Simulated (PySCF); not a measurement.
**BrH$_{3}$Si, SMILES `Br[SiH3]`: what the electrons do**

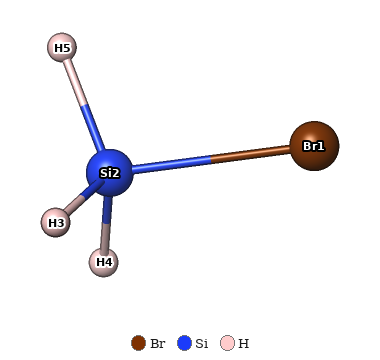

The molecule, with its atoms numbered as below. No frequency check shows the geometry to be a minimum.

Coordinates in Å:

```
Br1     -0.7452   -0.0000    0.0000
Si2      1.4653    0.0001    0.0002
H3       1.8551   -1.1225   -0.8392
H4       1.8588   -0.1663    1.3866
H5       1.8549    1.2884   -0.5523
```

## 1. Bonding charge

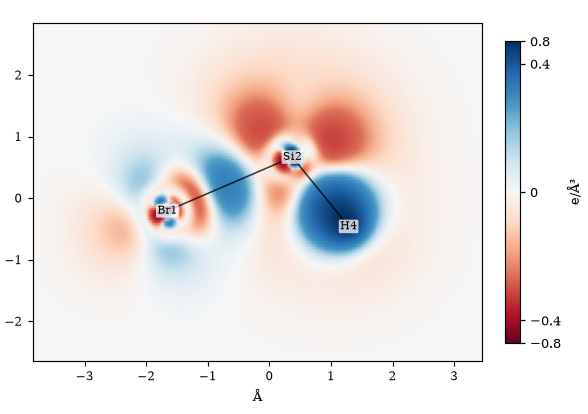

Deformation density (molecule less spherical, spin-averaged free atoms) in the plane of Br1, Si2 and H4; colour scale in e/Å³, logarithmic beyond ±0.1; blue: gain, red: loss.

Level of theory: ωB97X/def2-TZVP (PySCF), at a geometry from GFN2-xTB.

Question: How much density has each bond in this plane gained at its critical point, relative to the free atoms?

Answer: Si2–H4: +0.26 e/Å³ at the bond critical point (bond length 1.45 Å, Mayer order 1.0). Br1–Si2: +0.06 e/Å³ at the bond critical point (bond length 2.21 Å, Mayer order 1.2); up to 0.6 Å beside the axis the gain reaches +0.18 e/Å³. In all, 1.3 electrons gather in the regions of gain relative to the promolecule. A small or negative value marks a very polar bond, one between electron-rich atoms, whose free-atom densities already overlap strongly, a long bond to a heavier atom, or a closed-shell contact such as a hydrogen bond.

## 2. Bond critical points

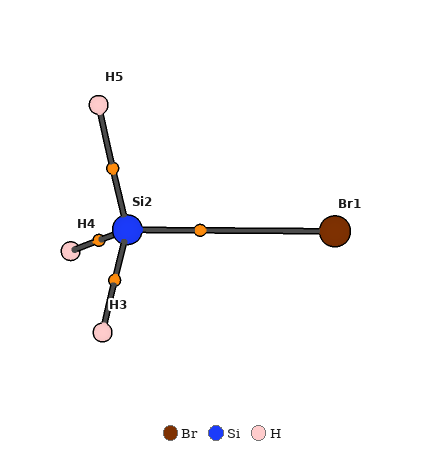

Molecular graph of the electron density (QTAIM): bond paths, bond critical points (orange), ring points (yellow, if any); weak paths are dashed.

Question: How many critical points of each kind are there, and does the count close?

Answer: 5 nuclei, 4 bond, 0 ring and 0 cage critical points: 5 − 4 + 0 − 0 = 1, as the Poincaré–Hopf relation requires.

Question: Give the properties at the bond critical points.

Answer:
```json
{"bond": "Si2–H4", "length (Å)": "1.451", "ρ (a.u.)": "0.131", "∇²ρ (a.u.)": "+0.19", "ε": "0.00", "H (a.u.)": "−0.085"}
{"bond": "Si2–H3 (2 alike)", "length (Å)": "1.455", "ρ (a.u.)": "0.130", "∇²ρ (a.u.)": "+0.18", "ε": "0.00", "H (a.u.)": "−0.084"}
{"bond": "Br1–Si2", "length (Å)": "2.211", "ρ (a.u.)": "0.090", "∇²ρ (a.u.)": "+0.11", "ε": "0.00", "H (a.u.)": "−0.051"}
```

Question: What kind of interaction is Si2–H3?

Answer: Polar or intermediate (positive Laplacian, negative energy density H): ρ = 0.130, ∇²ρ = +0.18, H = −0.084 a.u.

## 3. Local ionisation energy

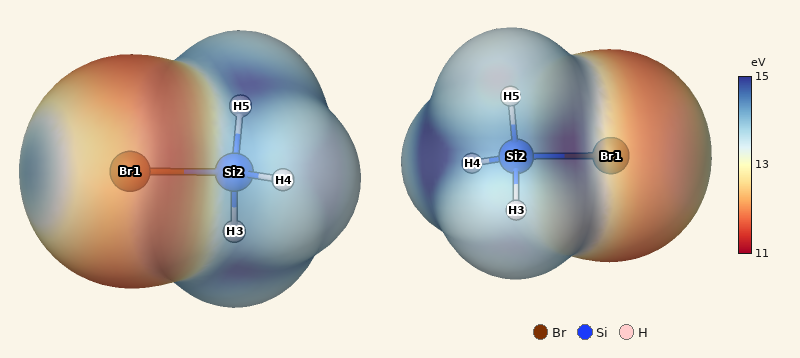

Average local ionisation energy on the surface of electron density 0.001 a.u. (back view left, front view right).

Question: Locate the minima of the map.

Answer: The lowest value is 11.7 eV, 2.2 Å from Br1, and at like points elsewhere. Further minima include 13.4 eV, 1.4 Å from H3, and at like points elsewhere. For comparison, the highest occupied orbital lies at −10.7 eV.

Question: What volume does the surface enclose, and what is the dipole moment?

Answer: About 90 Å³; the dipole moment is 1.7 D.

## 4. In an electric field

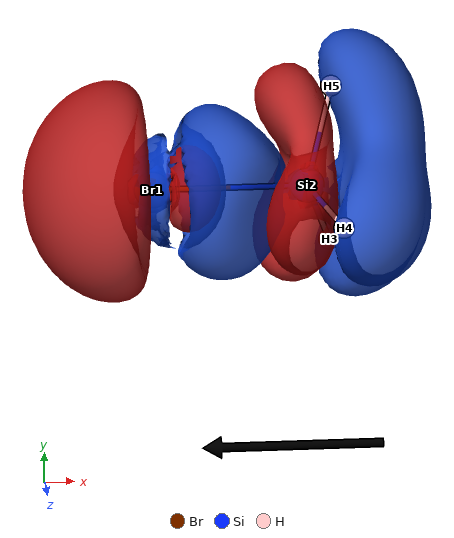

Change of the electron density in a uniform field of 0.21 V/Å along −x (arrow), surfaces at ±0.001 e/Å³ (blue: gain, red: loss).

Computed with PySCF, ωB97X/def2-TZVP, geometry: GFN2-xTB. A basis without diffuse functions makes polarisabilities too small.

The field was applied in both directions; the picture shows the one opposite to the script's first.

Question: What dipole is induced, and what polarisability does it imply?

Answer: The induced dipole is 0.56 D (along the field); α along this axis, from the fields in both directions, is 54 bohr³ (8.1 Å³).
